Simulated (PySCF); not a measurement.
**C$_{6}$H$_{8}$F$_{4}$O: density, localisation and related maps**

```xyz
19

F    -3.0069    0.9315   -0.1683
C    -2.2114   -0.1405   -0.1858
F    -2.8160   -1.0957    0.5244
F    -2.1756   -0.5723   -1.4584
C    -0.7952    0.1652    0.3287
F    -0.9488    0.5951    1.6334
C     0.0692   -1.0963    0.3095
C     1.5105   -0.7192    0.6505
C     1.9782    0.3931   -0.2869
O     1.1627    1.5401   -0.1608
C    -0.1669    1.2957   -0.5081
H     0.0167   -1.5366   -0.6886
H    -0.3286   -1.8132    1.0303
H     1.5539   -0.3560    1.6783
H     2.1584   -1.5897    0.5561
H     1.9662    0.0387   -1.3294
H     2.9854    0.7249   -0.0317
H    -0.7088    2.2274   -0.3293
H    -0.2530    1.0173   -1.5713
```

Geometry: GFN2-xTB.

Level of theory: PBE0/pcSseg-1, SCF density, gas phase, non-relativistic in PySCF 2.14.0.

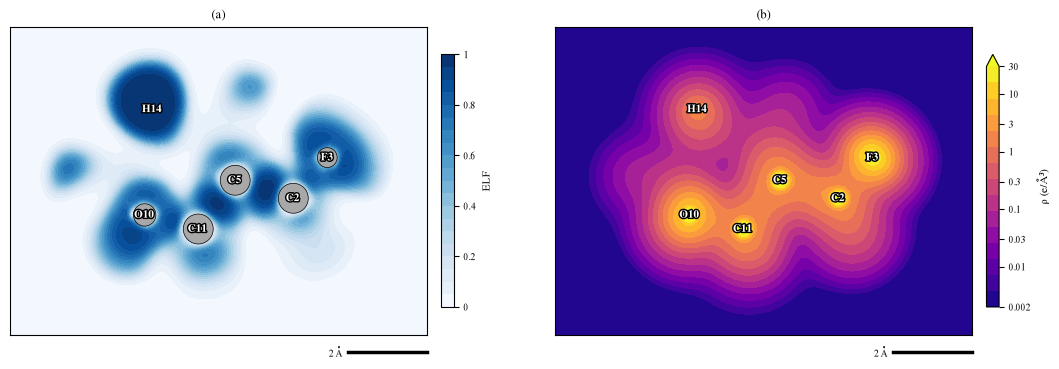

Figure 1. (a) ELF; (b) electron density on the plane of atoms C5, C11 and O10. Grey discs cover the atomic cores in the ELF map.

What does the map show?

- The plane passes through C, F, O and H nuclei.
- C–F (1.34 Å): ρ is about 2.4 e/Å³ halfway; the ELF peaks at about 0.85 between the atoms; a shared but strongly polarised pair.
- C–O (1.40 Å): ρ is about 2.1 e/Å³ halfway, with its minimum of 1.9 e/Å³ about 0.5 Å from C; the ELF peaks at about 0.90 between the atoms; a shared but strongly polarised pair.
- C–C (1.54 Å): the density is about 1.8 e/Å³ at the midpoint; the ELF peaks at about 1 between the atoms: localised, covalent bonding.
- The ELF also peaks beside O10 and F3, away from the bonds: lone-pair regions.

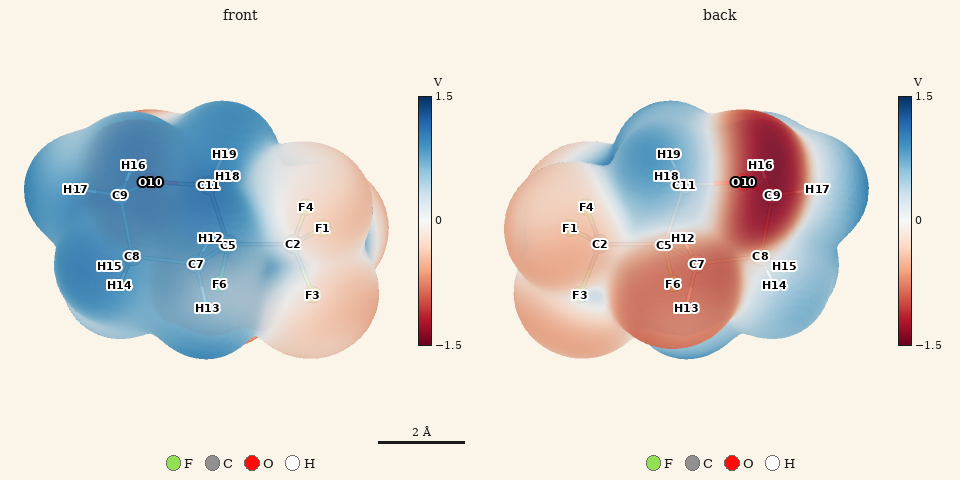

Figure 2. The molecular electrostatic potential painted on the density surface at 0.002 e/bohr³, seen from the front and from behind; red is negative and blue positive.

Which sites attract a positive test charge, and which a negative one?

A positive charge is drawn to the negative regions and a negative charge to the positive ones. The most negative region (about −1.3 V) lies over O10, the most positive (about +1.1 V) over H12, H15 and H19. O10 is the likeliest acceptor of a hydrogen bond.
